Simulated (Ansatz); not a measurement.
# H4OSSi2: vertical spin-state energies, by script

Which spin state of H4OSSi2 lies lowest at this geometry? Wanted for H4OSSi2: vertical spin-state energies.

All numbers are computed with Ansatz 0.2.0, driven from Python. Level of theory: r2SCAN+D3(BJ)/aug-cc-pVDZ.

## 1. The system

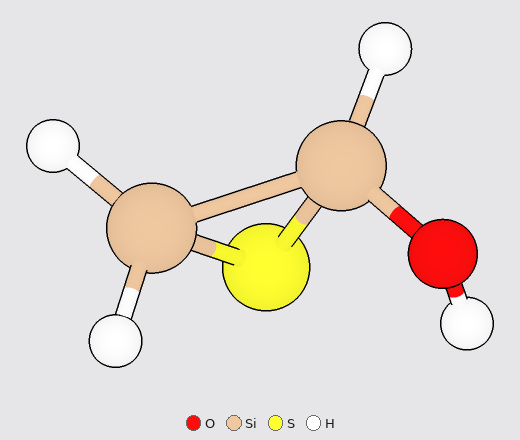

The starting structure, viewed from a chosen angle; oxygen red, silicon light orange, sulfur yellow, hydrogen white.

Input file h4ossi2.xyz:

```xyz
8

O     0.02110    1.91590   -0.61930
Si   -0.15950    0.77330    0.51170
Si    0.67760   -1.24600    0.11900
S    -1.21040   -0.73900   -0.48430
H    -0.60020    1.82520   -1.42250
H    -0.89940    1.18470    1.73260
H     1.56960   -1.49110   -1.07160
H     0.69340   -2.28010    1.17860
```

## 2. The script

Input file spin_h4ossi2.py:

```python
# -*- coding: utf-8 -*-
"""Vertical spin-state energies of H4OSSi2."""

import ansatz as az

BASIS_SET = "aug-cc-pVDZ"
XC = "r2scan"
VDW = "d3bj"


def main():
    geometry = az.Crystal.molecule_from_extxyz("h4ossi2.xyz")

    setup = (
        geometry.calculation()
        .basis(gaussian=BASIS_SET)
        .functional(XC, dispersion=VDW)
    )
    found = {}
    for unpaired in [0, 2]:
        report = setup.spin("collinear", total=unpaired).run().report
        s = unpaired / 2
        found[unpaired] = report["free_energy_ev"]
        print(f"2S+1 = {unpaired + 1}: E = {found[unpaired]:.5f} eV, <S^2> = {abs(report['mean_field']['state']['spin_squared']):.3f} (pure state {s * (s + 1):.2f})")
    lowest = min(found, key=found.get)
    for unpaired, e in found.items():
        print(f"multiplicity {unpaired + 1}: {23.060548 * (e - found[lowest]):.1f} kcal/mol above the lowest")


if __name__ == "__main__":
    main()
```

## 3. Launch

Run with:

```sh
$ python spin_h4ossi2.py
```

The log of the run:

```text
DeckWarning: the engine holds no damping parameters fitted to this dispersion correction and functional, so the run takes those fitted to r2scan beside the three-body term, which d3bj leaves out (hamiltonian.dispersion, under Limitations)
2S+1 = 1: E = -28701.17405 eV, <S^2> = 0.000 (pure state 0.00)
2S+1 = 3: E = -28697.12484 eV, <S^2> = 2.010 (pure state 2.00)
multiplicity 1: 0.0 kcal/mol above the lowest
multiplicity 3: 93.4 kcal/mol above the lowest
```

(Warnings from the package without file and line.)

Run time: 45 s. Hardware: 1 thread of Intel Xeon Platinum 8259CL at 2.50GHz (Skylake/Cascade Lake), shared host; peak memory 0.45 GiB.

## 4. The engine's runs

From the records of these 2 runs:

```tsv
run	2S+1	energy from run 1 (eV)	<S²>	SCF cycles	CPU time (s)
1	1	0.0000	0.00	16	14
2	3	4.0492	2.01	41	31
```

## 5. What came out

| quantity | value |
| --- | --- |
| runs compared | 2 |
| lowest | run 1 (2S+1 = 1) |
| next above it by | 4.049 eV |

In order: multiplicity 1 (+0.00 eV) and multiplicity 3 (+4.05 eV), all at the one geometry. Notes:
- The geometry is a force-field or estimated start, not a minimum of this method, and the basis set is short of its limit. All parts are taken at fixed geometry, without zero-point energy.
- A dispersion term here runs with damping parameters fitted for another variant or functional.
